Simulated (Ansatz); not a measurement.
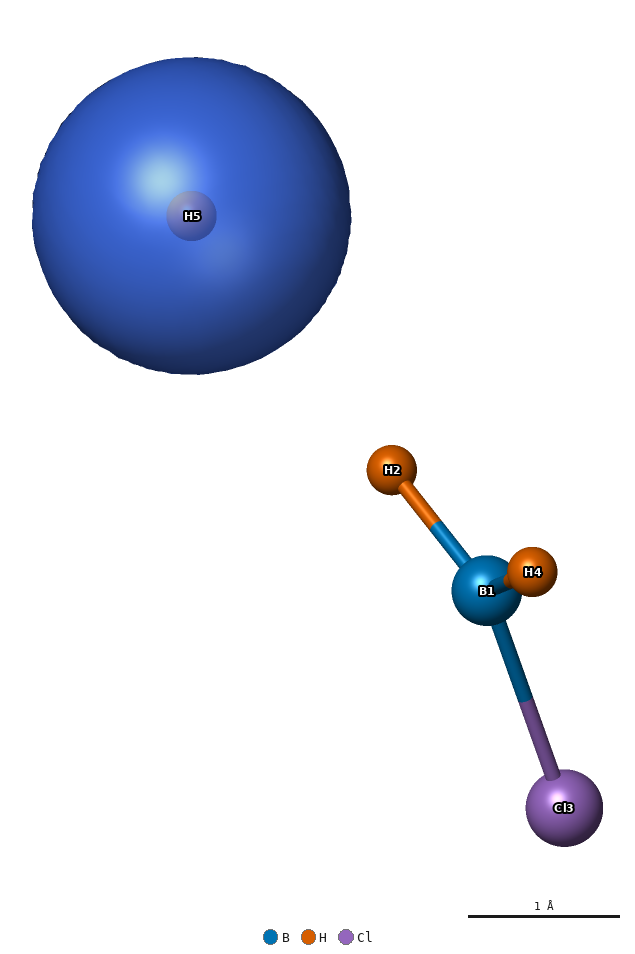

The picture shows: BClH₂···H (doublet). Isosurface of the spin density (α minus β) at +0.04 e/Å³ (blue), seen at an oblique angle.

These are results of UKS B3LYP-D4/6-31G* (Ansatz 0.2.0), not measurements.

```xyz
5

B     0.0031    0.0000   -0.2166
H     0.0072    0.0000    0.9734
Cl    1.5452    0.0000   -1.0464
H    -0.9870    0.0000   -0.8754
H     0.0118    0.0000    3.4800
```

Q: Which atoms carry the spin?

A: The unpaired spin (1 electron) lies mostly on H5 (about 1.0), in electrons by Hirshfeld's partition.
